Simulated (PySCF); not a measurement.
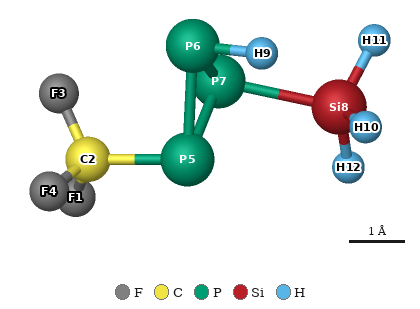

*The structure (ball-and-stick view, seen at a tilt; atoms are numbered from 1 in the order of the input).*

Bond lengths as drawn: C–F 1.34 Å, C–P 1.88 Å, H–P 1.40 Å, H–Si 1.46 to 1.47 Å, P–P 2.16 to 2.20 Å and P–Si 2.27 Å.

NMR shielding calculation, with input and output: CH₄F₃P₃Si

- system: CH₄F₃P₃Si, SMILES FC(F)(F)p1[pH]p1[SiH3]
- method: GIAO HSE06/STO-3G NMR shielding, non-relativistic, gas phase (PySCF 2.14.0)

The geometry comes from this level: GFN2-xTB. It belongs to a series of runs on one base structure; here: HSE06/STO-3G; conv 1e-11. Figures and captions count atoms from 1; the log counts them from 0 in places.

## The program's output
```
final grid: 115216 points
cycle   1  E = -1633.0018536338  dE =  5.479e-01  |g| = 7.215e-01  |ddm| = 4.631e+00
cycle   2  E = -1632.9731685361  dE =  2.869e-02  |g| = 8.330e-01  |ddm| = 2.019e+00
cycle   3  E = -1633.1721529250  dE = -1.990e-01  |g| = 7.928e-02  |ddm| = 1.128e+00
cycle   4  E = -1633.1746895133  dE = -2.537e-03  |g| = 3.540e-02  |ddm| = 2.288e-01
cycle   5  E = -1633.1752188049  dE = -5.293e-04  |g| = 6.673e-03  |ddm| = 7.479e-02
cycle   6  E = -1633.1752390023  dE = -2.020e-05  |g| = 1.135e-03  |ddm| = 1.611e-02
cycle   7  E = -1633.1752395089  dE = -5.066e-07  |g| = 4.225e-04  |ddm| = 3.007e-03
cycle   8  E = -1633.1752395213  dE = -1.242e-08  |g| = 1.631e-04  |ddm| = 1.118e-03
cycle   9  E = -1633.1752395917  dE = -7.035e-08  |g| = 1.636e-05  |ddm| = 3.675e-04
cycle  10  E = -1633.1752395918  dE = -1.251e-10  |g| = 5.143e-06  |ddm| = 3.951e-05
cycle  11  E = -1633.1752395918  dE = -2.274e-12  |g| = 1.113e-06  |ddm| = 1.096e-05
converged SCF energy = -1633.1752395918

GIAO shielding tensors (ppm)
atom      isotropic    diamagn.    paramagn.     s11        s22        s33       span
  0 F      382.986     454.051     -71.065    324.579    404.811    419.568     94.989
  1 C      128.610     258.135    -129.526    119.543    130.496    135.789     16.246
  2 F      379.618     455.025     -75.407    331.295    395.078    412.480     81.185
  3 F      384.186     452.056     -67.871    327.509    406.333    418.714     91.205
  4 P      644.200     960.050    -315.851    501.936    561.049    869.613    367.677
  5 P      716.898     957.821    -240.923    575.434    683.404    891.856    316.422
  6 P      730.383     959.460    -229.077    538.028    731.779    921.343    383.315
  7 Si     575.113     871.242    -296.129    515.132    576.312    633.895    118.762
  8 H       33.797      35.165      -1.368     26.938     30.372     44.081     17.143
  9 H       31.820      33.036      -1.215     27.331     30.676     37.453     10.121
 10 H       31.229      30.925       0.304     26.927     28.336     38.422     11.495
 11 H       31.091      31.697      -0.606     26.773     28.459     38.040     11.267
```

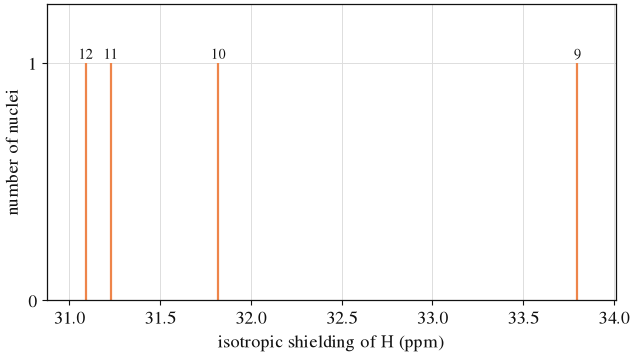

*Isotropic shieldings of the hydrogen nuclei in this fixed geometry, labelled by atom number; shielding grows to the right, so chemical shift grows to the left.*

The least shielded is H12 (31.1 ppm), the most shielded H9 (33.8 ppm).

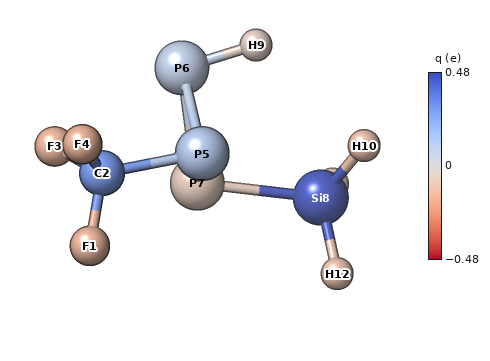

*IAO charges, as the colour of each atom (ball-and-stick view, seen at a tilt; atoms are numbered from 1 in the order of the input).*

By element: F −0.14, C +0.28, P −0.07 to +0.11, Si +0.46 and H −0.12 to −0.05 e.

The run was set up as follows.

## Input
```
{"job": {"kind": "nmr", "xc": "HSE06", "basis": "STO-3G", "pop": true, "scf": {"conv": 1e-11}}, "charge": 0, "multiplicity": 1}
F     -2.244513    -2.066372    -0.005115
C     -2.329276    -0.729664     0.001883
F     -2.570852    -0.351374    -1.260778
F     -3.421396    -0.415505     0.711623
P     -0.792930     0.033908     0.778170
P     -0.572279     1.611612    -0.685776
P      0.495400    -0.299028    -0.927910
Si     2.469685    -0.048551     0.168348
H      0.372574     2.296448     0.095646
H      2.387324     0.952905     1.239043
H      3.418993     0.378810    -0.859344
H      2.788467    -1.363874     0.718182
```

The first line tells a small driver script what to run in PySCF; the rest is the geometry in Å.

Command:
```bash
OMP_NUM_THREADS=1 python <driver script> task.json out
```

## Key numbers

- outcome: converged
- total energy: −1633.175240 hartree
- HOMO: −3.64 eV
- LUMO: 3.16 eV
- dipole moment: 2.06 D
- isotropic shielding, F: 379.6 to 384.2 ppm
- isotropic shielding, C: 128.6 ppm
- isotropic shielding, P: 644.2 to 730.4 ppm
- isotropic shielding, Si: 575.1 ppm
- isotropic shielding, H: 31.1 to 33.8 ppm
- hardware: 1 CPU thread, shared host
- wall time: 21 s
- peak memory: 0.56 GiB

Settings chosen away from the usual ones: HSE06/STO-3G; conv 1e-11.
